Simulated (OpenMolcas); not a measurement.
**triplet CH3BCl2O: levels of theory compared**

Wanted: a comparison of 6 runs (UHF/STO-3G, UB3LYP/6-31G*, UBHLYP/def2-SVP, UM06-L/def2-SVP, UTPSS/def2-SVP) of triplet CH3BCl2O. 

The results are computed with OpenMolcas 26.06.

## 1. The structure to begin with

CH3BCl2O: 8 atoms, total charge 0, spin state triplet. As SMILES of the parent species, `COB(Cl)Cl`. The coordinates come from a PBE0-D4/def2-TZVP relaxation. That shape belongs to the parent species and isn't relaxed for this state.

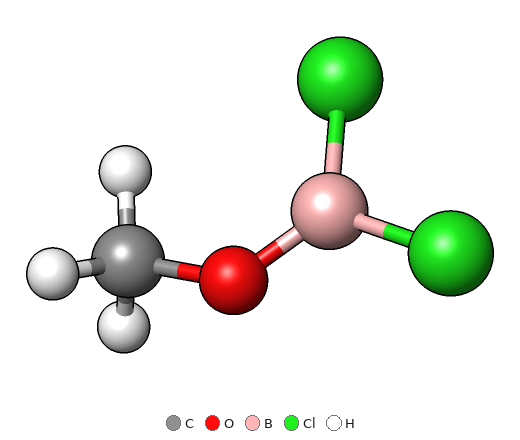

The structure, seen from a chosen angle (carbon grey, oxygen red, boron pink, chlorine green, hydrogen white).

## 2. The energy at UHF/STO-3G (run 1)

run.input

```
* CH3BCl2O Hartree-Fock
>>> EXPORT MOLCAS_PRINT=2

&gateway
  baslib
  $CurrDir
  coord
  8
  bohr
  C     -0.32692262    -1.21717260     1.77709845
  O      0.00018897    -1.03386916    -0.87362039
  B      0.40251166     1.08375793    -2.16846073
  Cl     0.72357613     0.86114819    -5.45677316
  Cl     0.62701113     4.08313124    -0.73623730
  H      0.85434518    -2.76353548     2.45154170
  H      0.19690946     0.53290277     2.73103220
  H     -2.30319820    -1.65426625     2.16978354
  basis
  STO-3G
  group
  NoSym

&seward

&scf
  uhf
  spin
  3
  thresholds
  1e-10 1e-07 1e-07 1e-05
  prorbitals
  1 2
```

The basis set STO-3G is read from a file made from the Basis Set Exchange's data (not shown).

Started as:

```
$ export MOLCAS_MEM=1860
$ pymolcas run.input > run.log
```

Standard output:

```text
--- Start Module: gateway ---
[...]
--- Stop Module: gateway /rc=_RC_ALL_IS_WELL_ ---
--- Start Module: seward ---
[...]
      Basis functions           36
--- Stop Module: seward /rc=_RC_ALL_IS_WELL_ ---
[...]
--- Start Module: scf ---
[...]
       Convergence after  23 Iterations
[...]
::    Total SCF energy                              -1046.4394628927
[...]
      Total spin, S                                     1.0056448078
[...]
      Total electronic charge=   56.000000
      Total            charge=   -0.000000
[...]
      Dipole Moment (debye):
      Origin of the operator (angstrom)=    0.2197    0.7078   -1.0666
                   X= -1.3520E+00               Y= -5.1504E+00               Z=  6.0234E+00           Total=  8.0396E+00
      Quadrupole Moment (debye*angstrom):
[...]
--- Stop Module: scf /rc=_RC_ALL_IS_WELL_ ---
[...]
```

It took 2.9 s on 1 thread of Intel Xeon Platinum 8259CL at 2.50GHz (Skylake/Cascade Lake), shared host; peak memory 0.37 GiB.

## 3. A single-point energy at UB3LYP/6-31G(d) (spherical functions) (run 2)

mol.inp

```
&GATEWAY
  BasLib=$CurrDir
  BasisSet
  C.6-31Gs....
  C1 -0.173000 -0.644100 0.940400 angstrom
  End of Basis
  BasisSet
  O.6-31Gs....
  O2 0.000100 -0.547100 -0.462300 angstrom
  End of Basis
  BasisSet
  B.6-31Gs....
  B3 0.213000 0.573500 -1.147500 angstrom
  End of Basis
  BasisSet
  Cl.6-31Gs....
  Cl4 0.382900 0.455700 -2.887600 angstrom
  Cl5 0.331800 2.160700 -0.389600 angstrom
  End of Basis
  BasisSet
  H.6-31Gs....
  H6 0.452100 -1.462400 1.297300 angstrom
  H7 0.104200 0.282000 1.445200 angstrom
  H8 -1.218800 -0.875400 1.148200 angstrom
  End of Basis

&SEWARD
  GridInput
  Grid=UltraFine
  End of Grid

&SCF
  UHF
  Spin=3
  KSDFT=B3LYP
  Thresholds=1e-10 1e-07 1e-07 1e-05
  PrOrbitals=1
```

The basis set 6-31G* is read from a file made from the Basis Set Exchange's data (not shown).

Started as:

```
$ export MOLCAS_MEM=1860
$ pymolcas mol.inp > mol.log
```

Standard output:

```text
--- Start Module: gateway ---
[...]
--- Stop Module: gateway /rc=_RC_ALL_IS_WELL_ ---
--- Start Module: seward ---
[...]
      Basis functions           84
--- Stop Module: seward /rc=_RC_ALL_IS_WELL_ ---
[...]
--- Start Module: scf ---
[...]
       Convergence after  35 Iterations
[...]
::    Total KS-DFT energy                           -1060.2511239562
[...]
      Total spin, S                                     1.0017542011
[...]
      Total electronic charge=   56.000000
      Total            charge=   -0.000000
[...]
      Dipole Moment (debye):
      Origin of the operator (angstrom)=    0.2197    0.7078   -1.0666
                   X= -5.7081E-01               Y= -1.9639E+00               Z=  2.8923E+00           Total=  3.5423E+00
      Quadrupole Moment (debye*angstrom):
[...]
--- Stop Module: scf /rc=_RC_ALL_IS_WELL_ ---
[...]
```

It took 92 s on 1 thread of Intel Xeon Platinum 8259CL at 2.50GHz (Skylake/Cascade Lake), shared host; peak memory 0.46 GiB.

Runs 3 to 5 aren't shown in full; the table further down has their settings and results.

## 4. A single-point energy at UTPSS/def2-SVP (run 6)

mol.xyz

```xyz
8

C     -0.173000    -0.644100     0.940400
O      0.000100    -0.547100    -0.462300
B      0.213000     0.573500    -1.147500
Cl     0.382900     0.455700    -2.887600
Cl     0.331800     2.160700    -0.389600
H      0.452100    -1.462400     1.297300
H      0.104200     0.282000     1.445200
H     -1.218800    -0.875400     1.148200
```

test.input

```
&GATEWAY
 BasLib = $CurrDir
 Coord = mol.xyz
 Basis = def2-SVP
 Group = NoSym

&SEWARD
 GridInput
 Grid=UltraFine
 End of Grid

&SCF
 UHF
 Spin = 3
 KSDFT = 2
 1.0 MGGA_X_TPSS
 1.0 MGGA_C_TPSS
 Thresholds = 1e-10 1e-07 1e-07 1e-05
 PrOrbitals = 1 1
```

The basis set def2-SVP is read from a file made from the Basis Set Exchange's data (not shown).

Started as:

```
$ export MOLCAS_MEM=1860
$ pymolcas test.input > test.log
```

Standard output:

```text
--- Start Module: gateway ---
[...]
--- Stop Module: gateway /rc=_RC_ALL_IS_WELL_ ---
--- Start Module: seward ---
[...]
      Basis functions           93
--- Stop Module: seward /rc=_RC_ALL_IS_WELL_ ---
[...]
--- Start Module: scf ---
[...]
       Convergence after  38 Iterations
[...]
::    Total KS-DFT energy                           -1059.9500795018
[...]
      Total spin, S                                     1.0015433222
[...]
      Total electronic charge=   56.000000
      Total            charge=   -0.000000
[...]
      Dipole Moment (debye):
      Origin of the operator (angstrom)=    0.2197    0.7078   -1.0666
                   X= -4.5434E-01               Y= -1.4787E+00               Z=  2.6325E+00           Total=  3.0533E+00
      Quadrupole Moment (debye*angstrom):
[...]
--- Stop Module: scf /rc=_RC_ALL_IS_WELL_ ---
[...]
```

Wall time 3 min (1 thread of Intel Xeon Platinum 8259CL at 2.50GHz (Skylake/Cascade Lake), shared host); peak memory 0.51 GiB.

## 5. Overview of the runs

| run | level | integration grid | Cartesian functions | energy (Eh) | dipole moment (D) | HOMO energy (eV) | ⟨S²⟩ | wall time |
| --- | --- | --- | --- | --- | --- | --- | --- | --- |
| 1 | UHF/STO-3G | – | no | -1046.439463 | 8.04 | -3.97 | 2.017 | 2.9 s |
| 2 | UB3LYP/6-31G* (spherical functions) | UltraFine | no | -1060.251124 | 3.54 | -1.87 | 2.005 | 92 s |
| 3 | UB3LYP/6-31G* (Cartesian functions) | UltraFine | yes | -1060.259849 | 3.53 | -1.87 | 2.005 | 1.7 min |
| 4 | UBHLYP/def2-SVP | UltraFine | no | -1059.779442 | 4.78 | -3.03 | 2.010 | 2 min |
| 5 | UM06-L/def2-SVP | UltraFine | no | -1059.862619 | 3.50 | -0.92 | 2.006 | 3.2 min |
| 6 | UTPSS/def2-SVP | UltraFine | no | -1059.950080 | 3.05 | -1.03 | 2.005 | 3 min |

## 6. Outcome

| quantity | value |
| --- | --- |
| run 6: total energy | -1059.95008 Eh |
| run 6: dipole moment | 3.05 D |
| run 6: HOMO energy (highest over α and β) | -1.03 eV |
| run 6: ⟨S²⟩ | 2.005 |

The dipole moment (its size) runs from 3.05 D (UTPSS/def2-SVP) to 8.04 D (UHF/STO-3G). The two ends differ in method and basis. Totals of different functionals can't be ranked against each other. In run 1 the basis is minimal, so the values are rough. All runs together took 12 min, the longest 3.2 min.
